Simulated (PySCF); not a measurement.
# FH11Si6: what the fields show

Input

```
{"job": {"kind": "nmr", "xc": "PBE0", "basis": "pcSseg-1"}, "charge": 0, "multiplicity": 1}
Si     2.074275     0.829711    -0.383750
Si     1.731379    -1.213714     0.718585
Si    -0.227764    -2.189973    -0.131661
Si    -2.068039    -0.797937     0.304459
Si    -1.720265     1.252068    -0.783961
Si     0.221888     2.158884     0.172528
F      0.040531     2.024323     1.799455
H      3.359832     1.473770     0.031523
H      2.089041     0.615741    -1.866189
H      2.899860    -2.130977     0.533348
H      1.555516    -0.938646     2.178707
H     -0.081751    -2.338215    -1.615409
H     -0.442072    -3.546794     0.464176
H     -2.160209    -0.542753     1.775800
H     -3.337618    -1.442977    -0.157574
H     -2.893889     2.167336    -0.625864
H     -1.473722     1.020138    -2.243193
H      0.415107     3.608377    -0.138982
```

Launched as:

```sh
OMP_NUM_THREADS=1 python cluster_run.py task.json out
```

Geometry: PBE0-D3(BJ)/def2-SVP.

Method: PySCF, PBE0/pcSseg-1, SCF density, gas phase, non-relativistic.

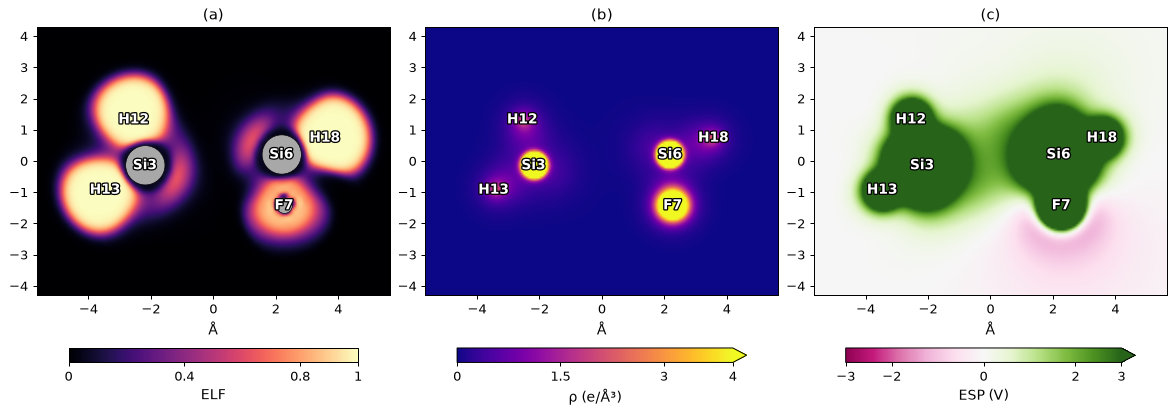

Figure 1. (a) ELF; (b) total electron density; (c) electrostatic potential on the plane of atoms H12, Si3 and H13. Grey discs cover the atomic cores in the ELF map.

> What does the map show?

The section cuts through Si, F and H sites.
Si–F (1.64 Å): the density is about 0.99 e/Å³ at the midpoint; the ELF peaks at about 0.85 in the valence shell of F, 0.6 Å from its nucleus, and is about 0.50 at the midpoint.
Si–H (1.50 Å): ρ is about 0.79 e/Å³ halfway; the ELF climbs to about 1 towards the hydrogen, as it does in any bond to H.
The ELF also peaks beside F7, away from the bonds: lone-pair regions.
Outside the dense part of the molecule the potential is most negative (−1.2 V) near F7.

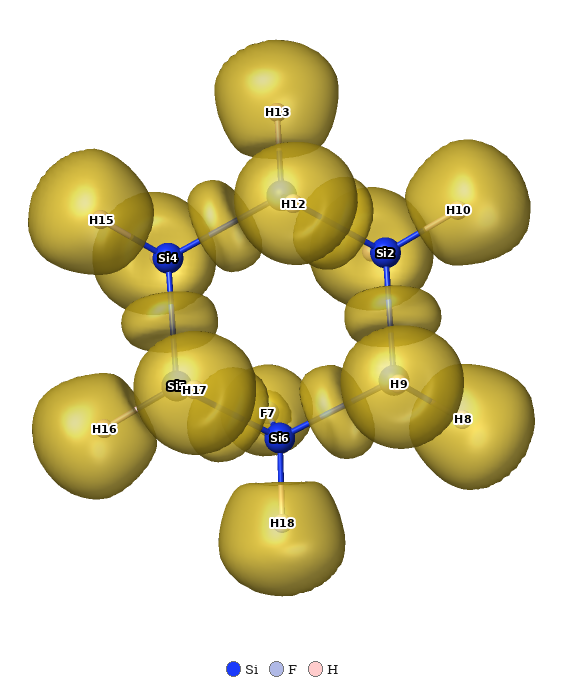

Figure 2. Isosurface of the ELF at 0.75 (yellow), seen across its widest extent. Only the valence region is drawn (cores and ρ < 0.01 e/Å³ removed).

> Identify the bonds, lone pairs and shells in this picture.

The surface consists of six regions between bonded Si–Si atoms (shared pairs), eleven regions around hydrogen nuclei and one region wrapped around F (its lone pairs, merged into a ring or cap).


 Si–Si (2.35 Å): the ELF peaks at about 1 between the atoms: localised, covalent bonding.

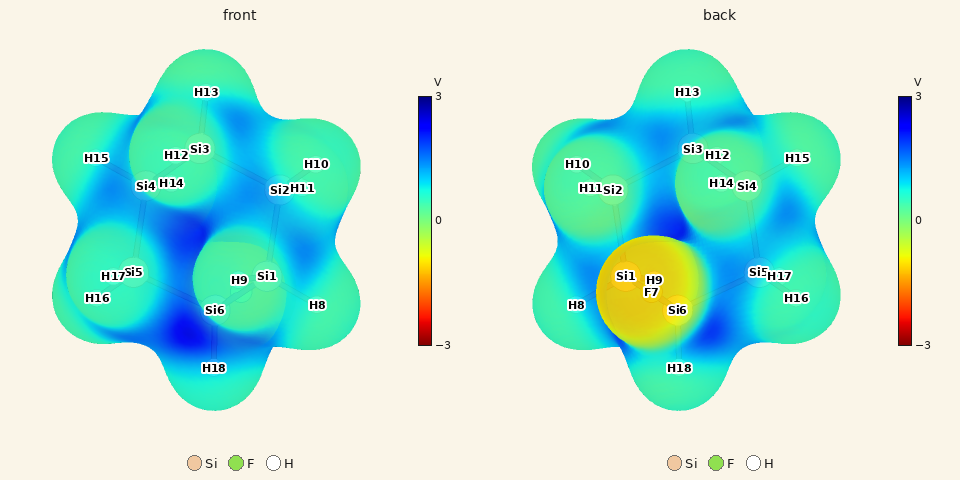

Figure 3. The molecular electrostatic potential painted on the density surface at 0.004 e/bohr³, seen from the front and from behind; red is negative and blue positive.

> Describe the electrostatic potential map.

The most negative region (about −1.1 V) lies over F7, the most positive (about +2.1 V) over Si6.
